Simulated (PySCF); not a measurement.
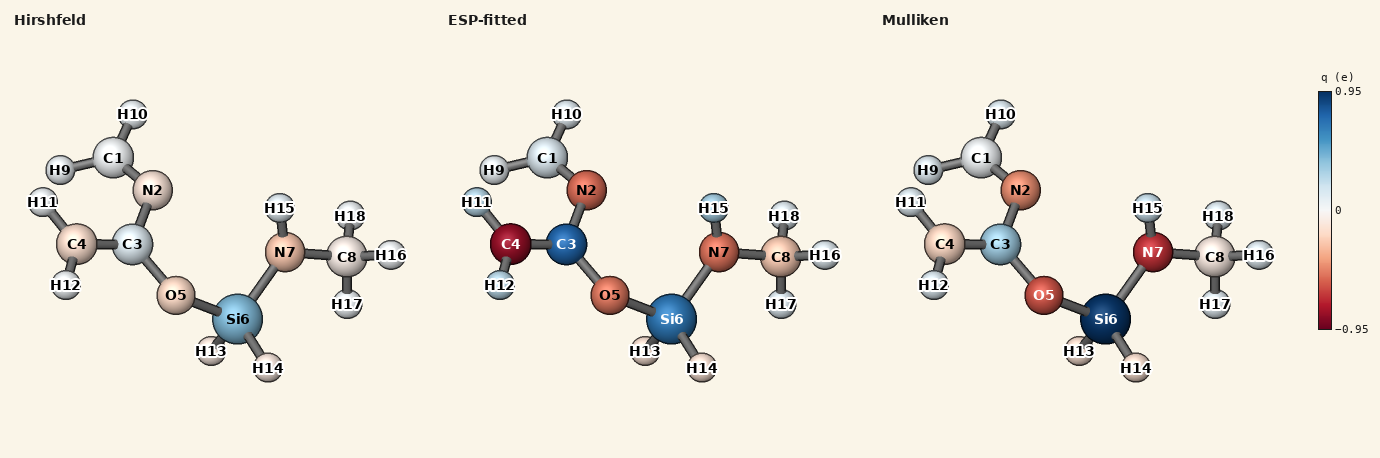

Atomic charges of one calculation by 3 schemes, on one colour scale. Computed geometry: GFN2-xTB optimisation. No frequency run is at hand to confirm it as a minimum. Method: PBE0/pcSseg-1 (PySCF 2.14.0).

Question: Which scheme gives the most polar picture (largest mean size of the charges)?

Answer: The ESP-fitted charges are the largest in size here, and the Hirshfeld charges the smallest.

Question: On which atom do the schemes disagree most?

Answer: On C4 (from −0.83 to −0.16 e).

List the charges (e), one line for each set of equivalent atoms.

```
atom  Hirshfeld  ESP-fitted  Mulliken
  C1       0.03        0.12      0.03
  N2      −0.12       −0.53     −0.44
  C3       0.12        0.76      0.34
  C4      −0.16       −0.83     −0.19
  O5      −0.19       −0.50     −0.60
 Si6       0.42        0.69      0.93
  N7      −0.25       −0.52     −0.69
  C8      −0.07       −0.24     −0.08
  H9       0.05        0.06      0.11
 H10       0.06        0.10      0.13
 H11       0.04        0.27      0.12
 H12       0.04        0.26      0.12
 H13      −0.09       −0.13     −0.15
 H14      −0.09       −0.13     −0.15
 H15       0.10        0.31      0.21
 H16       0.03        0.10      0.11
 H17       0.05        0.12      0.10
 H18       0.04        0.10      0.11
```

The geometry is semi-empirical. Around Si such bond lengths and angles can be off by a tenth of an ångström or more and by several degrees, and values that hang on the shape move with them.
